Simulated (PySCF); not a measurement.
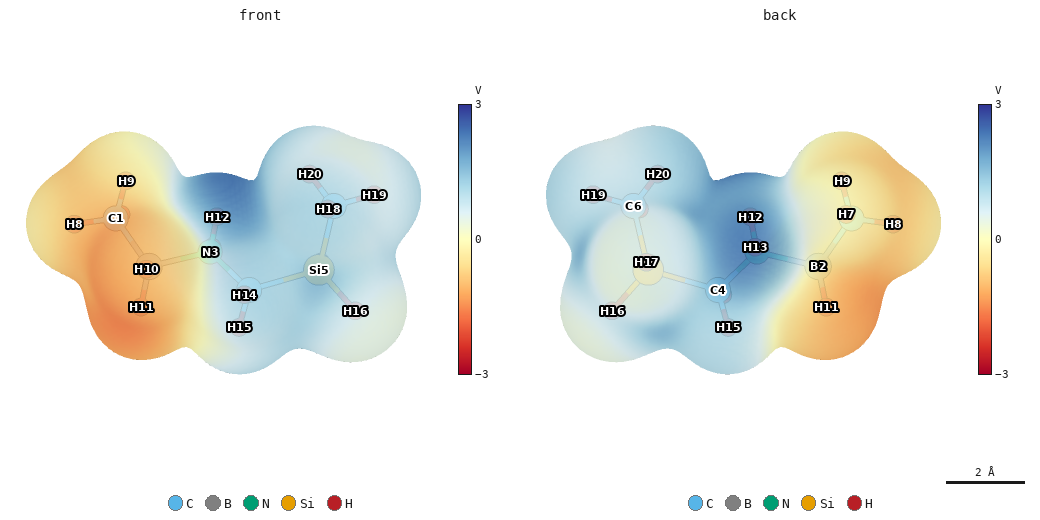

Figure 1: C$_{3}$H$_{14}$BNSi (SMILES C[BH2-][NH2+]C[SiH2]C). The molecular electrostatic potential painted on the density surface at 0.002 e/bohr³, seen from the front and from behind; red is negative and blue positive.

Geometry: GFN2-xTB.

Level of theory: B3LYP/def2-SVPD, SCF density, gas phase in PySCF.

Input

```
{"job": {"kind": "uv", "xc": "B3LYP", "basis": "def2-SVPD", "nstates": 8, "ntriplets": 3}, "charge": 0, "multiplicity": 1}
C     -2.805501     0.747997    -1.015382
B     -2.101238    -0.103353     0.175568
N     -0.510122    -0.159551    -0.238976
C      0.367847    -0.899582     0.674306
Si     2.192542    -0.922204     0.092069
C      2.816270     0.870574     0.043297
H     -2.693283     0.275445    -1.993423
H     -3.874044     0.844970    -0.839764
H     -2.410850     1.762702    -1.100585
H     -2.138376     0.443583     1.237236
H     -2.462207    -1.241118     0.221905
H     -0.207350     0.807141    -0.314661
H     -0.477798    -0.566979    -1.169234
H      0.263795    -0.446597     1.661742
H     -0.034189    -1.909475     0.764390
H      2.989087    -1.736380     1.009727
H      2.217571    -1.491076    -1.263897
H      2.689335     1.363475     1.003871
H      3.873965     0.902694    -0.199986
H      2.299397     1.468412    -0.703961
```

Launched as:

```sh
OMP_NUM_THREADS=1 python probes_run.py task.json out
```

Question: Describe the electrostatic potential map.

Answer: The most negative region (about −1.5 V, or −35 kcal/mol for a unit charge) lies over H11, the most positive (about +2.3 V, or +53 kcal/mol for a unit charge) over H12 and H13.

Question: How polar is the molecule by this calculation?

Answer: Its dipole moment is 5.25 D.
